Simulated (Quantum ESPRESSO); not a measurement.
# BP (F-43m): zone-centre phonons, part 2 of 2

Aim: the zone-centre modes of BP (F-43m).

Quantum ESPRESSO 7.5; DFT LDA, scalar-relativistic, plane waves, JTH PAW pseudopotentials.

So far. Step 2 (A first look): A gap of 1.3 eV opens on this mesh, so the crystal is taken as an insulator; the start stands at -5.2 GPa. Step 4 (Self-consistent run for the response): The cell stands at -0.033 GPa, close enough for phonons. The relaxed cell has a = 4.490 Å (conventional setting).

## (5) Linear response at Γ

At q = 0 one unit cell holds all displacements; symmetry groups them into irreducible representations that are solved one by one. The response to a field gives ε∞ and the Born charges, which polar modes need.

ph.in reads:

```
phonons
&inputph
   prefix = 'x'
   outdir = './tmp'
   fildyn = 'g.dyn'
   tr2_ph = 1.0d-18
   epsil = .true.
/
0.000000000000 0.000000000000 0.000000000000
```

The run is started by

```
OMP_NUM_THREADS=1 mpirun -n 4 ph.x -nk 4 -in ph.in > ph.out
```

What it wrote:

```text
[banners, grids, parts of the stress and lines that vanish by symmetry left out]
[banner, memory and clock lines left out]
Program PHONON v.7.5

     ./tmp/x.save/

     file B.upf: wavefunction(s)  2S 0S 2P 0P renormalized
     file P.upf: wavefunction(s)  0S 0P renormalized

     IMPORTANT: XC functional enforced from input :
     Exchange-correlation= PW
                           (   1   4   0   0   0   0   0)
     Any further DFT definition will be discarded
     Please, verify this is what you really want

     G-vector sticks info

     negative rho (up, down):  7.998E-04 0.000E+00
     Reading collected, re-writing distributed wavefunctions in ./tmp/

     Number and degeneracy of irreps per q-point
       N         xq(1)         xq(2)         xq(3)   N irreps
       1   0.000000000   0.000000000   0.000000000       2
        3   3

     Calculation of q =    0.0000000   0.0000000   0.0000000

     phonons

     bravais-lattice index     =            2
     lattice parameter (alat)  =       8.4841  a.u.
     unit-cell volume          =     152.6726 (a.u.)^3
     number of atoms/cell      =            2
     number of atomic types    =            2
     kinetic-energy cut-off    =      50.0000  Ry
     charge density cut-off    =     400.0000  Ry
     convergence threshold     =      1.0E-18
     beta                      =       0.7000
     number of iterations used =            4
     Exchange-correlation= PW
                           (   1   4   0   0   0   0   0)

     celldm(1)=    8.48412  celldm(2)=    0.00000  celldm(3)=    0.00000
     celldm(4)=    0.00000  celldm(5)=    0.00000  celldm(6)=    0.00000

     crystal axes: (cart. coord. in units of alat)
               a(1) = ( -0.5000  0.0000  0.5000 )
               a(2) = (  0.0000  0.5000  0.5000 )
               a(3) = ( -0.5000  0.5000  0.0000 )

     reciprocal axes: (cart. coord. in units 2 pi/alat)
               b(1) = ( -1.0000 -1.0000  1.0000 )
               b(2) = (  1.0000  1.0000  1.0000 )
               b(3) = ( -1.0000  1.0000 -1.0000 )

     Atoms inside the unit cell:

     Cartesian axes

     site n.  atom      mass           positions (alat units)
        1  B      10.8100   tau(    1) = (    0.00000    0.00000    0.00000  )
        2  P      30.9738   tau(    2) = (   -0.25000    0.25000    0.25000  )

     Computing dynamical matrix for
                    q = (   0.0000000   0.0000000   0.0000000 )

     25 Sym.Ops. (with q -> -q+G )

     G cutoff =  729.3136  (  20539 G-vectors)     FFT grid: ( 40, 40, 40)
     G cutoff =  364.6568  (   7391 G-vectors)  smooth grid: ( 27, 27, 27)
     number of k points=    72
                       cart. coord. in units 2pi/alat
        k(    1) = (   0.0000000   0.0000000   0.0000000), wk =   0.0011574
        k(    2) = (  -0.0833333   0.0833333  -0.0833333), wk =   0.0092593
        k(    3) = (  -0.1666667   0.1666667  -0.1666667), wk =   0.0092593
        [... further k-points left out ...]

     PseudoPot. # 1 for B  read from file:
     ./pseudo/B.upf
     Pseudo is Projector augmented-wave + core cor, Zval =  3.0
     Shape of augmentation charge: SINC**2
     Using radial grid of  906 points,  4 beta functions with:
                l(1) =   0
                l(2) =   0
                l(3) =   1
                l(4) =   1
     Q(r) pseudized with 0 coefficients

     PseudoPot. # 2 for P  read from file:
     ./pseudo/P.upf
     Pseudo is Projector augmented-wave + core cor, Zval =  5.0
     Shape of augmentation charge: SINC**2
     Using radial grid of  994 points,  4 beta functions with:
                l(1) =   0
                l(2) =   0
                l(3) =   1
                l(4) =   1
     Q(r) pseudized with 0 coefficients

     Mode symmetry, T_d (-43m)  point group:

     Electric field:
     Dielectric constant
     Born effective charges as d Force / d E

     Atomic displacements:
     There are    2 irreducible representations

     Representation     1      3 modes -  To be done

     Representation     2      3 modes -  To be done

     Alpha used in Ewald sum =   2.8000

     negative rho (up, down):  7.998E-04 0.000E+00

     Electric Fields Calculation

      iter #   1   av.it.:   5.7
      thresh= 1.000E-02 alpha_mix =  0.700 |ddv_scf|^2 =  4.417E-08

      iter #   2   av.it.:  10.7
      thresh= 2.102E-05 alpha_mix =  0.700 |ddv_scf|^2 =  8.564E-10

      iter #   3   av.it.:  10.7
      thresh= 2.926E-06 alpha_mix =  0.700 |ddv_scf|^2 =  1.983E-11

      iter #   4   av.it.:  10.8
      thresh= 4.453E-07 alpha_mix =  0.700 |ddv_scf|^2 =  1.092E-13

      iter #   5   av.it.:  10.4
      thresh= 3.304E-08 alpha_mix =  0.700 |ddv_scf|^2 =  4.662E-15

      iter #   6   av.it.:  10.3
      thresh= 6.828E-09 alpha_mix =  0.700 |ddv_scf|^2 =  9.586E-18

      iter #   7   av.it.:  10.5
      thresh= 3.096E-10 alpha_mix =  0.700 |ddv_scf|^2 =  2.828E-19

     End of electric fields calculation

          Dielectric constant in cartesian axis

          (       9.214444716      -0.000000000       0.000000000 )
          (      -0.000000000       9.214444716       0.000000000 )
          (       0.000000000      -0.000000000       9.214444716 )

          Effective charges (d Force / dE) in cartesian axis without acoustic sum rule applied (asr)

           atom    1  B     Mean Z*:       -0.63325
      Ex  (       -0.63325       -0.00000       -0.00000 )
      Ey  (        0.00000       -0.63325        0.00000 )
      Ez  (       -0.00000        0.00000       -0.63325 )
           atom    2  P     Mean Z*:        0.62948
      Ex  (        0.62948        0.00000       -0.00000 )
      Ey  (        0.00000        0.62948       -0.00000 )
      Ez  (       -0.00000       -0.00000        0.62948 )

          Effective charges Sum: Mean:       -0.00377
             -0.00377        0.00000       -0.00000
              0.00000       -0.00377       -0.00000
             -0.00000       -0.00000       -0.00377

          Effective charges (d Force / dE) in cartesian axis with asr applied:
           atom    1  B     Mean Z*:       -0.63136
      E*x (       -0.63136       -0.00000        0.00000 )
      E*y (       -0.00000       -0.63136        0.00000 )
      E*z (        0.00000        0.00000       -0.63136 )
           atom    2  P     Mean Z*:        0.63136
      E*x (        0.63136        0.00000       -0.00000 )
      E*y (        0.00000        0.63136       -0.00000 )
      E*z (       -0.00000       -0.00000        0.63136 )

     Representation #   1 modes #   1   2   3

     Self-consistent Calculation

      iter #   1   av.it.:   5.5
      thresh= 1.000E-02 alpha_mix =  0.700 |ddv_scf|^2 =  2.619E-08

      iter #   2   av.it.:  10.7
      thresh= 1.618E-05 alpha_mix =  0.700 |ddv_scf|^2 =  4.862E-10

      iter #   3   av.it.:  10.7
      thresh= 2.205E-06 alpha_mix =  0.700 |ddv_scf|^2 =  2.861E-11

      iter #   4   av.it.:  10.7
      thresh= 5.349E-07 alpha_mix =  0.700 |ddv_scf|^2 =  9.873E-14

      iter #   5   av.it.:  10.4
      thresh= 3.142E-08 alpha_mix =  0.700 |ddv_scf|^2 =  4.403E-15

      iter #   6   av.it.:  10.4
      thresh= 6.636E-09 alpha_mix =  0.700 |ddv_scf|^2 =  1.320E-17

      iter #   7   av.it.:  10.6
      thresh= 3.633E-10 alpha_mix =  0.700 |ddv_scf|^2 =  4.760E-19

     End of self-consistent calculation

     Convergence has been achieved

     Representation #   2 modes #   4   5   6

     Self-consistent Calculation

      iter #   1   av.it.:   5.4
      thresh= 1.000E-02 alpha_mix =  0.700 |ddv_scf|^2 =  3.178E-08

      iter #   2   av.it.:  11.0
      thresh= 1.783E-05 alpha_mix =  0.700 |ddv_scf|^2 =  5.600E-11

      iter #   3   av.it.:  11.0
      thresh= 7.483E-07 alpha_mix =  0.700 |ddv_scf|^2 =  1.216E-12

      iter #   4   av.it.:  11.0
      thresh= 1.103E-07 alpha_mix =  0.700 |ddv_scf|^2 =  3.572E-14

      iter #   5   av.it.:  11.0
      thresh= 1.890E-08 alpha_mix =  0.700 |ddv_scf|^2 =  2.371E-16

      iter #   6   av.it.:  11.0
      thresh= 1.540E-09 alpha_mix =  0.700 |ddv_scf|^2 =  2.849E-19

     End of self-consistent calculation

     Convergence has been achieved

     Number of q in the star =    1
     List of q in the star:
          1   0.000000000   0.000000000   0.000000000

          Dielectric constant in cartesian axis

          (       9.214444716      -0.000000000       0.000000000 )
          (      -0.000000000       9.214444716       0.000000000 )
          (       0.000000000      -0.000000000       9.214444716 )

          Effective charges (d Force / dE) in cartesian axis without acoustic sum rule applied (asr)

           atom    1  B     Mean Z*:       -0.63325
      Ex  (       -0.63325       -0.00000       -0.00000 )
      Ey  (        0.00000       -0.63325        0.00000 )
      Ez  (       -0.00000        0.00000       -0.63325 )
           atom    2  P     Mean Z*:        0.62948
      Ex  (        0.62948        0.00000       -0.00000 )
      Ey  (        0.00000        0.62948       -0.00000 )
      Ez  (       -0.00000       -0.00000        0.62948 )

          Effective charges Sum: Mean:       -0.00377
             -0.00377        0.00000       -0.00000
              0.00000       -0.00377       -0.00000
             -0.00000       -0.00000       -0.00377

          Effective charges (d Force / dE) in cartesian axis with asr applied:
           atom    1  B     Mean Z*:       -0.63136
      E*x (       -0.63136       -0.00000        0.00000 )
      E*y (       -0.00000       -0.63136        0.00000 )
      E*z (        0.00000        0.00000       -0.63136 )
           atom    2  P     Mean Z*:        0.63136
      E*x (        0.63136        0.00000       -0.00000 )
      E*y (        0.00000        0.63136       -0.00000 )
      E*z (       -0.00000       -0.00000        0.63136 )

     Diagonalizing the dynamical matrix

     q = (    0.000000000   0.000000000   0.000000000 )

 **************************************************************************
     freq (    1) =      -0.009832 [THz] =      -0.327967 [cm-1]
     freq (    2) =      -0.009832 [THz] =      -0.327967 [cm-1]
     freq (    3) =      -0.009832 [THz] =      -0.327967 [cm-1]
     freq (    4) =      24.623975 [THz] =     821.367384 [cm-1]
     freq (    5) =      24.623975 [THz] =     821.367384 [cm-1]
     freq (    6) =      24.623975 [THz] =     821.367384 [cm-1]
 **************************************************************************

     Mode symmetry, T_d (-43m)  point group:

     freq (   1-   3) =         -0.3  [cm-1]   --> T_2  G_15 P_4   I+R
     freq (   4-   6) =        821.4  [cm-1]   --> T_2  G_15 P_4   I+R
```

Elapsed: 34 s, on 4 MPI ranks of Arm Neoverse V1, shared host; 2.3 min of CPU time.

This step gave:

```
miss of the charge sum rule                                       : 0.003770 e
largest acoustic frequency at the zone centre before the sum rule : -0.33 cm⁻¹
highest optical zone-centre mode (no LO-TO term)                  : 821.4 cm⁻¹
lowest optical zone-centre mode                                   : 821.4 cm⁻¹
mean high-frequency dielectric constant                           : 9.214
largest Born charge in size (third of the trace)                  : 0.6332 e
```

Born charge (rows field, columns displacement), before the sum rule (e), principal values of the symmetric part by kind of site:

| atom | atoms with these values | low | middle | high | mean |
| --- | --- | --- | --- | --- | --- |
| B1 | 1 | -0.6332 | -0.6332 | -0.6332 | -0.6332 |
| P2 | 1 | 0.6295 | 0.6295 | 0.6295 | 0.6295 |

In full for B1:

```
-0.6332  0.0000  0.0000
 0.0000 -0.6332  0.0000
 0.0000  0.0000 -0.6332
```

High-frequency dielectric tensor:

```
9.21 0.00 0.00
0.00 9.21 0.00
0.00 0.00 9.21
```

The acoustic modes at Γ come out as far as 0.3 cm⁻¹ from zero, where they should vanish, a small numerical error; the Born charges miss their sum rule by 0.0038 e, which is good.

## (6) Zone-centre analysis

A rigid shift of the crystal must cost nothing, but grids and finite bases break this; the acoustic sum rule is imposed before the matrix is diagonalised again. With Born charges the intensities follow, and the static dielectric tensor.

dynmat.in reads:

```
&input
   fildyn = 'g.dyn'
   asr = 'simple'
   fileig = 'dynmat.eig'
   lperm = .true.
/
```

The run is started by

```
dynmat.x -in dynmat.in > dynmat.out
```

What it wrote:

```text
[banner, memory and clock lines left out]
Program DYNMAT v.7.5

     Reading Dynamical Matrix from file g.dyn
     ...Force constants read
     ...epsilon and Z* read
     A direction for q was not specified:TO-LO splitting will be absent

     Polarizability (A^3 units)
     multiply by 0.267512 for Clausius-Mossotti correction
        14.788797   -0.000000    0.000000
        -0.000000   14.788797   -0.000000
         0.000000    0.000000   14.788797

     IR activities are in (D/A)^2/amu units

# mode   [cm-1]    [THz]      IR
    1      0.00    0.0000    0.0000
    2      0.00    0.0000    0.0000
    3      0.00    0.0000    0.0000
    4    821.37   24.6240    1.1477
    5    821.37   24.6240    1.1477
    6    821.37   24.6240    1.1477

Electronic dielectric permittivity tensor (relative, adimensional)
         9.214445   -0.000000    0.000000
        -0.000000    9.214445   -0.000000
         0.000000    0.000000    9.214445

 ... with zone-center polar mode contributions
         9.374816    0.000000    0.000000
         0.000000    9.374816    0.000000
         0.000000    0.000000    9.374816
```

Elapsed: 0.45 s, on 1 thread.

Read from the output:

```
mean static dielectric constant : 9.375
```

Unit eigenvectors of the mass-weighted matrix after the sum rule; no LO-TO term. The modes at Γ (shares of kinetic energy by element, %):

| mode | frequency (cm⁻¹) | symmetry | B % | P % |
| --- | --- | --- | --- | --- |
| 1 | 0.0 | acoustic | 26 | 74 |
| 2 | 0.0 | acoustic | 26 | 74 |
| 3 | 0.0 | acoustic | 26 | 74 |
| 4 | 821.4 | T2 | 74 | 26 |
| 5 | 821.4 | T2 | 74 | 26 |
| 6 | 821.4 | T2 | 74 | 26 |

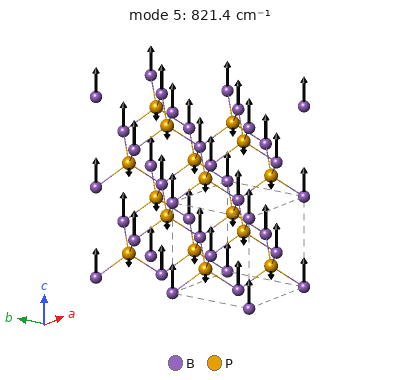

Displacement patterns of mode 5 at Γ; arrows are exaggerated. Bonds to atoms that aren't drawn are left out. 1×2×2 conventional cells are drawn. Some periodic images of atoms are drawn too.

Degenerate modes summed, no LO-TO term. Lines of the infrared spectrum (strongest = 100):

| position (cm⁻¹) | lines merged | label | IR intensity, relative |
| --- | --- | --- | --- |
| 821 | 3 | T2 | 100 |

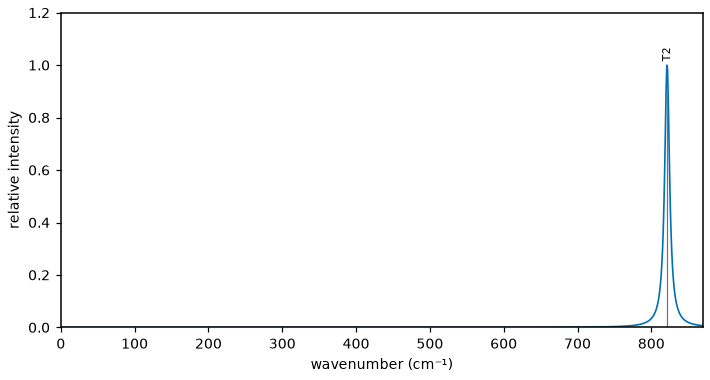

The infrared spectrum, broadened with Lorentzians of width 8 cm⁻¹; bars mark the lines.

Static dielectric tensor (ions relaxed, fixed cell):

```
9.37 0.00 0.00
0.00 9.37 0.00
0.00 0.00 9.37
```

The rule moves no optical mode by more than 0.1 cm⁻¹.

## (7) The LO-TO splitting (1 0 0)

A longitudinal polar mode sets up a macroscopic field that stiffens it; the term hangs on the direction from which q goes to zero.

dynmat.in reads:

```
&input
   fildyn = 'g.dyn'
   asr = 'simple'
   fileig = 'dynmat.eig'
   q(1) = 1.0
   q(2) = 0.0
   q(3) = 0.0
/
```

The run is started by

```
dynmat.x -in dynmat.in > dynmat.out
```

What it wrote:

```text
[banner, memory and clock lines left out]
Program DYNMAT v.7.5

     Reading Dynamical Matrix from file g.dyn
     ...Force constants read
     ...epsilon and Z* read

     Polarizability (A^3 units)
     multiply by 0.267512 for Clausius-Mossotti correction
        14.788797   -0.000000    0.000000
        -0.000000   14.788797   -0.000000
         0.000000    0.000000   14.788797

     IR activities are in (D/A)^2/amu units

# mode   [cm-1]    [THz]      IR
    1      0.00    0.0000    0.0000
    2      0.00    0.0000    0.0000
    3      0.00    0.0000    0.0000
    4    821.37   24.6240    1.1477
    5    821.37   24.6240    1.1477
    6    828.48   24.8373    1.1477
```

It took 0.45 s on 1 thread.

Read from the output:

```yaml
highest_mode_moved_by_the_lo_to_term: 828.5 cm⁻¹
```

Zone-centre frequencies as printed; negative means imaginary. Modes:

| mode | frequency (cm⁻¹) |
| --- | --- |
| 1 | 0 |
| 2 | 0 |
| 3 | 0 |
| 4 | 821.4 |
| 5 | 821.4 |
| 6 | 828.5 |

The field moves one mode, from 821 to 828 cm⁻¹; the others stay.

## (8) What came out

```
space group after relaxation                                           : F-43m
volume per atom                                                        : 11.3 Å³
gap on the k-mesh                                                      : 1.14 eV
highest optical zone-centre mode (no LO-TO term)                       : 821.4 cm⁻¹
highest mode moved by the LO-TO term                                   : 828.5 cm⁻¹
mean high-frequency dielectric constant                                : 9.21
largest Born charge in size (third of the trace)                       : 0.633 e
mean static dielectric constant                                        : 9.37
imaginary optical modes at the zone centre (no q mesh in this session) : none
```

**Reading.** At the LDA level the optical modes of BP (F-43m) at the zone centre (no LO-TO term) lie at 821 cm⁻¹. Along the directions run, the highest mode that the macroscopic field moves lies at 828 cm⁻¹. Lattice motion raises the mean dielectric constant from 9.214 to 9.375. The Lyddane-Sachs-Teller relation holds: (ωLO/ωTO)² is 1.02 and ε₀/ε∞ is 1.02. These are harmonic frequencies at zero temperature: anharmonic shifts and linewidths and thermal expansion are left out.

Computed beside measured:

| quantity | measured | LDA JTH, Quantum ESPRESSO |
| --- | --- | --- |
| lattice constant a (Å) | 4.5383 | 4.490 (-1.1 %) |
| Raman mode, TO at Gamma (T2), ambient … (cm⁻¹) | 794 | 821 (+3.5 %) |

Measured values from arxiv:1906.04101 (2019) and arxiv:1505.05714 (2015).

**Verdict.** The lattice constant a is off by -1.1 %: fair agreement. The Raman mode is off by +3.5 %: fair agreement. The grades are ours: good and fair within 0.7 and 1.5 % for the lattice constant a and 3 and 7 % for the Raman mode. For lattice constants and Raman mode the calculation has a static lattice, without zero-point motion or thermal expansion (measured at up to 300 K).

[Host names and launcher messages were left out of these logs when they were recorded.]

[Logs are printed without paths, hosts, clocks, repeated set-up lines and the standing remarks that a program may print on its own settings, such as how far it seeks lower states.]

[Hosts, paths, dates, database ids (printed as entryN), source tags and the programs' standing remarks are cut or masked in the printed files.]
